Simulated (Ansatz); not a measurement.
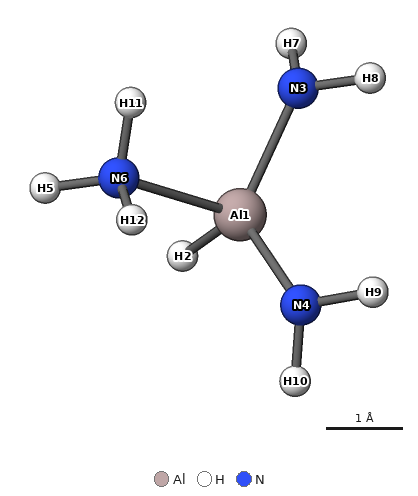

*The structure as given in the input (ball-and-stick view, seen at a tilt; atoms are numbered from 1 in the order of the input). Sticks mark near contacts.*

# Nudged elastic band of AlN$_{3}$H$_{8}$

The run: nudged elastic band of AlN$_{3}$H$_{8}$. Method and program: RKS PBE-D4/def2-SVP (Ansatz 0.2.0).

It belongs to a series of runs on one base structure; here: band between the two ends. Figures and captions count atoms from 1; the log counts them from 0 in places.

**The program's output**
```
Engine: ansatz 0.2.0, x86_64-unknown-linux-gnu
Functional definition: PBE
  parameter kappa = 0.804
  parameter beta = 0.06672455060314922
  exchange = pbe_x(kappa = kappa, mu = beta*pi^2/3)
  correlation = pbe_c(beta = beta)
1173 factors; their error is unknown
mean field evaluation 1: about -11163.8274 eV, gradient 1.0e2 eV
mean field evaluation 2: about -11069.7116 eV, gradient 1.8e2 eV
mean field evaluation 4: about -11183.8690 eV, gradient 2.2e1 eV
mean field evaluation 8: about -11184.8151 eV, gradient 1.9e-1 eV
mean field evaluation 16: about -11184.7573 eV, gradient 1.9e-4 eV
mean field -11184.75732386 eV, -411.0322503511 hartree, gradient 6.0e-5 eV, S^2 0.000000; 0 other end points of the search recorded, 0 dependent functions left out
the calculation of the forces begins
reference -11184.75736584 eV, -411.0322518937 hartree; 21, 21 occupied and 79, 79 virtual orbitals, 1173 factors
1173 factors; their error is unknown
mean field evaluation 32: about -11184.3349 eV, gradient 9.0e-4 eV
mean field -11184.33488214 eV, -411.0167259043 hartree, gradient 4.5e-5 eV, S^2 0.000000; 0 other end points of the search recorded, 0 dependent functions left out
[... from here on the field's lines of each further geometry are left out, up to the last ...]
NEB iter   1: max|band force component| = 5.219e0 eV/Å  barrier→ = 1.6455 eV  barrier← = 1.2068 eV  Δτ_max = 0.2000 Å  (190 SCF iters)
NEB iter   2: max|band force component| = 1.323e0 eV/Å  barrier→ = 1.1890 eV  barrier← = 0.7503 eV  Δτ_max = 0.1950 Å  (144 SCF iters)
NEB iter   3: max|band force component| = 2.419e0 eV/Å  barrier→ = 1.2704 eV  barrier← = 0.8318 eV  Δτ_max = 0.1001 Å  (150 SCF iters)
NEB iter   4: max|band force component| = 6.841e-1 eV/Å  barrier→ = 1.1135 eV  barrier← = 0.6749 eV  Δτ_max = 0.1975 Å  (137 SCF iters)
NEB iter   5: max|band force component| = 2.775e-1 eV/Å  barrier→ = 1.0890 eV  barrier← = 0.6503 eV  CI = image 3  Δτ_max = 0.1976 Å  (136 SCF iters)
NEB iter   6: max|band force component| = 3.856e-1 eV/Å  barrier→ = 1.0725 eV  barrier← = 0.6338 eV  CI = image 3  Δτ_max = 0.0994 Å  (140 SCF iters)
NEB iter   7: max|band force component| = 1.565e-1 eV/Å  barrier→ = 1.0658 eV  barrier← = 0.6272 eV  CI = image 3  Δτ_max = 0.1687 Å  (142 SCF iters)
NEB iter   8: max|band force component| = 2.300e-1 eV/Å  barrier→ = 1.0626 eV  barrier← = 0.6240 eV  CI = image 3  Δτ_max = 0.0500 Å  (134 SCF iters)
NEB iter   9: max|band force component| = 1.289e-1 eV/Å  barrier→ = 1.0586 eV  barrier← = 0.6199 eV  CI = image 3  Δτ_max = 0.0418 Å  (141 SCF iters)
NEB iter  10: max|band force component| = 8.007e-2 eV/Å  barrier→ = 1.0576 eV  barrier← = 0.6189 eV  CI = image 3  Δτ_max = 0.0279 Å  (142 SCF iters)
the calculation of the forces begins
reference -11184.31648200 eV, -411.0160497117 hartree; 21, 21 occupied and 79, 79 virtual orbitals, 1173 factors
1173 factors; their error is unknown
mean field evaluation 576: about -11183.6999 eV, gradient 4.8e-5 eV
mean field -11183.69988160 eV, -410.9933900649 hartree, gradient 1.5e-5 eV, S^2 0.000000; 1 other end points of the search recorded, 0 dependent functions left out
the calculation of the forces begins
reference -11183.69992497 eV, -410.9933916587 hartree; 21, 21 occupied and 79, 79 virtual orbitals, 1173 factors
NEB iter  11: max|band force component| = 2.613e-2 eV/Å  barrier→ = 1.0562 eV  barrier← = 0.6175 eV  CI = image 3  Δτ_max = 0.0000 Å  (274 SCF iters)
```

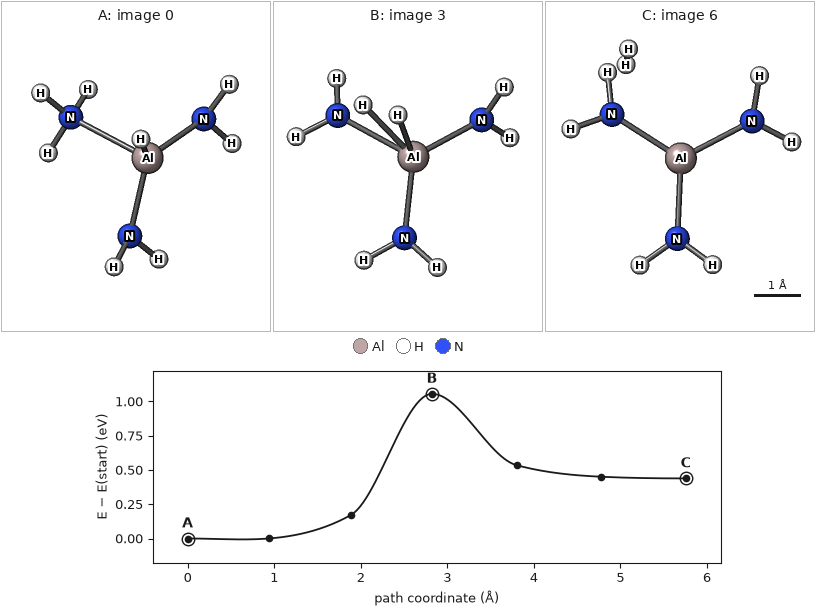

*Images of the last band (counted from 0; ball-and-stick, seen on its broad side) above the energy along the path; the line is a cubic interpolation that uses the forces.*

The highest image is number 3, 1.056 eV above the start and 0.618 eV above the end (the climbing image); the end lies 0.439 eV above the start. The path is 5.75 Å long. The band converged in 11 iterations.

```
Total energy: -11183.90200382 eV, -411.0008179195 hartree
Atom 0 at    -0.102150     0.127208     0.181344 Å, force     0.015276    -0.018398    -0.012659 eV/Å
Atom 1 at     0.781666    -1.218813     1.134233 Å, force    -0.000812    -0.004470     0.009632 eV/Å
Atom 2 at     0.536573     1.798916     0.297425 Å, force     0.006822    -0.009974    -0.011543 eV/Å
Atom 3 at    -1.815968    -0.282540     0.526564 Å, force    -0.006157     0.027135    -0.006840 eV/Å
Atom 4 at     0.981334    -1.372767     0.141690 Å, force    -0.003353     0.005840     0.001679 eV/Å
Atom 5 at     0.793808    -0.896791    -1.175322 Å, force    -0.019851     0.014843     0.020799 eV/Å
Atom 6 at     1.340378     2.156771    -0.222500 Å, force    -0.003350     0.008456     0.005818 eV/Å
Atom 7 at     0.304406     2.446520     1.053213 Å, force    -0.001042    -0.002318     0.002325 eV/Å
Atom 8 at    -2.588680     0.369607     0.377380 Å, force    -0.004609    -0.002349    -0.005781 eV/Å
Atom 9 at    -2.118623    -1.035301     1.146826 Å, force     0.011836    -0.016357     0.008908 eV/Å
Atom 10 at     1.637242    -0.581090    -1.668578 Å, force     0.005136     0.000320    -0.006132 eV/Å
Atom 11 at     0.250012    -1.512021    -1.792178 Å, force     0.000105    -0.002729    -0.006206 eV/Å
Dipole moment:     0.096078     0.016385    -0.257522 e Å
this run last wrote the band of iteration 11 to [file]
```

**The last band as extended XYZ (Å, eV, eV/Å)**
```
12
Properties=species:S:1:pos:R:3:forces:R:3 image=0 energy=-11184.95815
Al    0.0804   -0.0269    0.6771   -0.0093   0.0083  -0.0204
H     0.8620   -0.8331    1.8397    0.0045  -0.0053   0.0057
N     0.6456    1.6560    0.2015    0.0033   0.0029  -0.0001
N    -1.7109   -0.3351    0.4034    0.0006  -0.0050   0.0014
H     1.4236   -1.7813   -0.9830   -0.0089   0.0096   0.0001
N     0.7570   -1.0000   -1.0369    0.0096  -0.0154  -0.0122
H     1.4749    2.0597    0.6482    0.0037  -0.0018   0.0031
H    -0.0325    2.4170    0.0941   -0.0058   0.0041   0.0010
H    -2.3597    0.4513    0.2975   -0.0017   0.0064   0.0008
H    -2.1957   -1.0455    0.9608    0.0016  -0.0028   0.0020
H     1.1643   -0.2420   -1.6057   -0.0030  -0.0031   0.0108
H    -0.1089   -1.3205   -1.4965    0.0053   0.0022   0.0078
12
Properties=species:S:1:pos:R:3:forces:R:3 image=1 energy=-11184.95786
Al    0.0443    0.0069    0.6512    0.0058  -0.0051   0.0157
H     0.7660   -0.8997    1.7849    0.0038   0.0083   0.0222
N     0.5250    1.7219    0.2067    0.0088  -0.0046  -0.0068
N    -1.7302   -0.3758    0.4333   -0.0015  -0.0047  -0.0067
H     1.3934   -1.7621   -0.8331    0.0081  -0.0050  -0.0256
N     0.8059   -0.9428   -1.0378   -0.0026   0.0005   0.0009
H     1.5122    1.9901    0.1287    0.0077  -0.0064   0.0226
H     0.0553    2.4960    0.6887   -0.0136  -0.0014  -0.0204
H    -2.3912    0.3005    0.0388    0.0146  -0.0049  -0.0135
H    -2.2306   -0.9346    1.1306    0.0024   0.0053  -0.0025
H     1.3053   -0.3253   -1.6929   -0.0194   0.0104  -0.0031
H    -0.0554   -1.2754   -1.4990   -0.0141   0.0077   0.0171
12
Properties=species:S:1:pos:R:3:forces:R:3 image=2 energy=-11184.78789
Al   -0.0420    0.0647    0.5178    0.0158  -0.0267   0.1523
H     0.7234   -1.0172    1.4831   -0.0225   0.0822   0.1536
N     0.4787    1.7918    0.2538   -0.0221  -0.0048  -0.0313
N    -1.8169   -0.3043    0.4989    0.0011   0.0102  -0.0202
H     1.2232   -1.6422   -0.4671    0.1041  -0.1196  -0.2570
N     0.8234   -0.9271   -1.0970    0.0069  -0.0127   0.0358
H     1.3633    2.0750   -0.1766    0.0120  -0.0328   0.0169
H     0.2555    2.4875    0.9724   -0.0186   0.0168  -0.0305
H    -2.5524    0.3573    0.2385    0.0156  -0.0138  -0.0548
H    -2.1995   -0.9838    1.1617   -0.0287   0.0213   0.0134
H     1.5831   -0.5108   -1.6523   -0.0226   0.0308   0.0011
H     0.1602   -1.3911   -1.7332   -0.0410   0.0490   0.0209
12
Properties=species:S:1:pos:R:3:forces:R:3 image=3 energy=-11183.90196
Al   -0.1022    0.1272    0.1813    0.0153  -0.0184  -0.0127
H     0.7817   -1.2188    1.1342   -0.0008  -0.0045   0.0096
N     0.5366    1.7989    0.2974    0.0068  -0.0100  -0.0115
N    -1.8160   -0.2825    0.5266   -0.0062   0.0271  -0.0068
H     0.9813   -1.3728    0.1417   -0.0034   0.0058   0.0017
N     0.7938   -0.8968   -1.1753   -0.0199   0.0148   0.0208
H     1.3404    2.1568   -0.2225   -0.0034   0.0085   0.0058
H     0.3044    2.4465    1.0532   -0.0010  -0.0023   0.0023
H    -2.5887    0.3696    0.3774   -0.0046  -0.0023  -0.0058
H    -2.1186   -1.0353    1.1468    0.0118  -0.0164   0.0089
H     1.6372   -0.5811   -1.6686    0.0051   0.0003  -0.0061
H     0.2500   -1.5120   -1.7922    0.0001  -0.0027  -0.0062
12
Properties=species:S:1:pos:R:3:forces:R:3 image=4 energy=-11184.42315
Al   -0.1897    0.2644   -0.1639   -0.0190   0.0286  -0.0701
H     0.9361   -1.4911    1.4339    0.0250  -0.0558   0.0672
N     0.5416    1.8375    0.2634    0.0024   0.0071  -0.0072
N    -1.7520   -0.2301    0.5595    0.0038   0.0373  -0.0079
H     1.0205   -1.5350    0.6576    0.0072  -0.0414   0.1320
N     0.6341   -0.7196   -1.4238   -0.0144   0.0341  -0.0622
H     1.2799    2.3017   -0.2679   -0.0102   0.0315  -0.0072
H     0.3030    2.3915    1.0873    0.0009  -0.0125   0.0004
H    -2.5529    0.3991    0.6350    0.0027   0.0024   0.0481
H    -2.0089   -1.1537    0.9093    0.0247  -0.0275  -0.0566
H     1.5870   -0.5701   -1.7619   -0.0144  -0.0084  -0.0135
H     0.2013   -1.4948   -1.9284   -0.0088   0.0045  -0.0229
12
Properties=species:S:1:pos:R:3:forces:R:3 image=5 energy=-11184.50730
Al   -0.2590    0.4015   -0.2213    0.0054  -0.0068  -0.0127
H     1.3129   -2.0868    1.4697    0.0103  -0.0196   0.0031
N     0.4504    1.9831    0.2116   -0.0032   0.0139   0.0045
N    -1.8053   -0.1376    0.4927   -0.0049   0.0114  -0.0025
H     1.1849   -1.8280    0.7504    0.0055  -0.0116   0.0066
N     0.5999   -0.6689   -1.3767   -0.0095   0.0171   0.0122
H     1.1554    2.4841   -0.3310   -0.0045   0.0031  -0.0068
H     0.2196    2.5145    1.0525   -0.0023   0.0008  -0.0047
H    -2.5214    0.4765    0.8823    0.0024   0.0003   0.0075
H    -2.0929   -1.1119    0.5955   -0.0008  -0.0010  -0.0100
H     1.5796   -0.5741   -1.6496   -0.0010  -0.0061   0.0023
H     0.1757   -1.4525   -1.8759    0.0024  -0.0015   0.0005
12
Properties=species:S:1:pos:R:3:forces:R:3 image=6 energy=-11184.51948
Al   -0.3069    0.4899   -0.1859    0.0277  -0.0179  -0.0152
H     1.6248   -2.6468    1.2101   -0.0043  -0.0031  -0.0010
N     0.3525    2.1144    0.1630   -0.0070  -0.0107   0.0009
N    -1.8818   -0.0214    0.4844   -0.0066   0.0061   0.0045
H     1.3673   -2.1670    0.6595    0.0034   0.0061  -0.0025
N     0.6307   -0.6551   -1.2027   -0.0171   0.0245   0.0272
H     1.0703    2.5902   -0.3853    0.0016  -0.0007  -0.0039
H     0.0680    2.7065    0.9450   -0.0022  -0.0063  -0.0064
H    -2.6062    0.6072    0.8350    0.0111  -0.0135  -0.0052
H    -2.1809   -0.9913    0.5980    0.0001   0.0095  -0.0010
H     1.6204   -0.5588   -1.4372   -0.0079  -0.0016   0.0028
H     0.2418   -1.4681   -1.6837    0.0011   0.0075  -0.0001
```

This output came from the following input.

**Input file**
```yaml
crystal:
  periodic: [false, false, false]
  atoms:
    - { symbol: Al, position_ang: [0.080354, -0.026894, 0.67705] }
    - { symbol: H, position_ang: [0.861959, -0.833056, 1.839678] }
    - { symbol: "N", position_ang: [0.645605, 1.655971, 0.201525] }
    - { symbol: "N", position_ang: [-1.710883, -0.335078, 0.403438] }
    - { symbol: H, position_ang: [1.423606, -1.781269, -0.983027] }
    - { symbol: "N", position_ang: [0.757023, -0.999961, -1.036942] }
    - { symbol: H, position_ang: [1.474946, 2.059672, 0.648193] }
    - { symbol: H, position_ang: [-0.032507, 2.416999, 0.094129] }
    - { symbol: H, position_ang: [-2.359738, 0.451253, 0.297491] }
    - { symbol: H, position_ang: [-2.195723, -1.045453, 0.960835] }
    - { symbol: H, position_ang: [1.164299, -0.242015, -1.605742] }
    - { symbol: H, position_ang: [-0.108942, -1.320471, -1.49653] }
basis:
  gaussian: { orbitals: def2-SVP }
hamiltonian:
  xc: pbe
  dispersion: d4
neb:
  order_check: false
  images: 5
  f_tol: 0.05
  max_iterations: 60
  final_atoms:
    - { symbol: Al, position_ang: [-0.30685072, 0.48991761, -0.18592251] }
    - { symbol: H, position_ang: [1.62481929, -2.64677877, 1.21009214] }
    - { symbol: "N", position_ang: [0.35251631, 2.11437574, 0.16303861] }
    - { symbol: "N", position_ang: [-1.88184861, -0.02141804, 0.48436825] }
    - { symbol: H, position_ang: [1.36726981, -2.16700486, 0.65946422] }
    - { symbol: "N", position_ang: [0.63072861, -0.65512867, -1.20269284] }
    - { symbol: H, position_ang: [1.0703442, 2.59020365, -0.38534793] }
    - { symbol: H, position_ang: [0.06802452, 2.70650949, 0.94499693] }
    - { symbol: H, position_ang: [-2.60624418, 0.60723348, 0.83497435] }
    - { symbol: H, position_ang: [-2.18090025, -0.99134447, 0.59795384] }
    - { symbol: H, position_ang: [1.62035386, -0.55877114, -1.43717502] }
    - { symbol: H, position_ang: [0.24178615, -1.46809601, -1.68365203] }
  initial_path:
    images:
      - { positions_ang: [[0.080354, -0.026894, 0.67705], [0.861959, -0.833056, 1.839678], [0.645605, 1.655971, 0.201525], [-1.710883, -0.335078, 0.403438], [1.423606, -1.781269, -0.983027], [0.757023, -0.999961, -1.036942], [1.474946, 2.059672, 0.648193], [-0.032507, 2.416999, 0.094129], [-2.359738, 0.451253, 0.297491], [-2.195723, -1.045453, 0.960835], [1.164299, -0.242015, -1.605742], [-0.108942, -1.320471, -1.49653]] }
      - { positions_ang: [[-0.01198244, 0.0704766, 0.53936415], [0.9191993, -0.92096698, 1.58117606], [0.61156007, 1.72906198, 0.26542745], [-1.77068959, -0.28340302, 0.45810933], [1.29730929, -1.59577357, -0.62630038], [0.77031283, -1.02385057, -1.10057367], [1.46226885, 2.08353449, 0.43035936], [0.0462796, 2.49494262, 0.3770405], [-2.44627309, 0.43746206, 0.51189889], [-2.21679241, -1.06857734, 0.79285694], [1.30402626, -0.42913915, -1.67156309], [0.03478032, -1.49406912, -1.55769755]] }
      - { positions_ang: [[-0.10431888, 0.16784719, 0.40167831], [0.97643961, -1.00887795, 1.32267411], [0.57751513, 1.80215295, 0.3293299], [-1.83049618, -0.23172803, 0.51278066], [1.17101258, -1.41027815, -0.26957375], [0.78360267, -1.04774013, -1.16420534], [1.44959171, 2.10739698, 0.21252572], [0.1250662, 2.57288625, 0.65995201], [-2.53280818, 0.42367112, 0.72630677], [-2.23786183, -1.09170168, 0.62487889], [1.44375352, -0.6162633, -1.73738417], [0.17850265, -1.66766724, -1.6188651]] }
      - { positions_ang: [[-0.19665532, 0.26521779, 0.26399246], [1.03367991, -1.09678893, 1.06417217], [0.5434702, 1.87524393, 0.39323235], [-1.89030277, -0.18005305, 0.56745199], [1.04471587, -1.22478272, 0.08715287], [0.7968925, -1.0716297, -1.227837], [1.43691456, 2.13125946, -0.00530793], [0.20385281, 2.65082987, 0.94286351], [-2.61934328, 0.40988018, 0.94071466], [-2.25893124, -1.11482602, 0.45690083], [1.58348078, -0.80338745, -1.80320526], [0.32222497, -1.84126536, -1.68003265]] }
      - { positions_ang: [[-0.23338712, 0.34011773, 0.1140208], [1.23072637, -1.61345221, 1.11281216], [0.4798189, 1.95495454, 0.3165011], [-1.88748471, -0.12717472, 0.53975741], [1.15223385, -1.53885677, 0.27792332], [0.74150454, -0.93279602, -1.21945562], [1.31472444, 2.28424086, -0.13198793], [0.15857671, 2.66938975, 0.94357465], [-2.61497691, 0.47566461, 0.90546789], [-2.23292091, -1.0736655, 0.5039185], [1.59577181, -0.72184868, -1.68119518], [0.29541203, -1.71687558, -1.68123911]] }
      - { positions_ang: [[-0.27011892, 0.41501767, -0.03595085], [1.42777283, -2.13011549, 1.16145215], [0.4161676, 2.03466514, 0.23976985], [-1.88466666, -0.07429638, 0.51206283], [1.25975183, -1.85293082, 0.46869377], [0.68611657, -0.79396235, -1.21107423], [1.19253432, 2.43722225, -0.25866793], [0.11330062, 2.68794962, 0.94428579], [-2.61061054, 0.54144905, 0.87022112], [-2.20691058, -1.03250499, 0.55093617], [1.60806283, -0.64030991, -1.5591851], [0.26859909, -1.59248579, -1.68244557]] }
      - { positions_ang: [[-0.30685072, 0.48991761, -0.18592251], [1.62481929, -2.64677877, 1.21009214], [0.35251631, 2.11437574, 0.16303861], [-1.88184861, -0.02141804, 0.48436825], [1.36726981, -2.16700486, 0.65946422], [0.63072861, -0.65512867, -1.20269284], [1.0703442, 2.59020365, -0.38534793], [0.06802452, 2.70650949, 0.94499693], [-2.60624418, 0.60723348, 0.83497435], [-2.18090025, -0.99134447, 0.59795384], [1.62035386, -0.55877114, -1.43717502], [0.24178615, -1.46809601, -1.68365203]] }
```

Command:
```bash
ansatz run input.yaml --threads 2 --pin off --max-ram 3072MiB --backend cpu --events-out ev --progress --plain --runs-dir out
```

**Key numbers**

```json
{"quantity": "outcome", "value": "converged"}
{"quantity": "barrier, forward", "value": "1.056 eV"}
{"quantity": "barrier, backward", "value": "0.618 eV"}
{"quantity": "hardware", "value": "2 threads of Intel Xeon @ 2.90GHz (Ice Lake), 16 GiB of memory available, shared host"}
{"quantity": "wall time", "value": "73 s (CPU time 2.3 min)"}
{"quantity": "peak memory", "value": "0.2 GiB"}
```

**Notes**

The order of the saddle point was not checked.
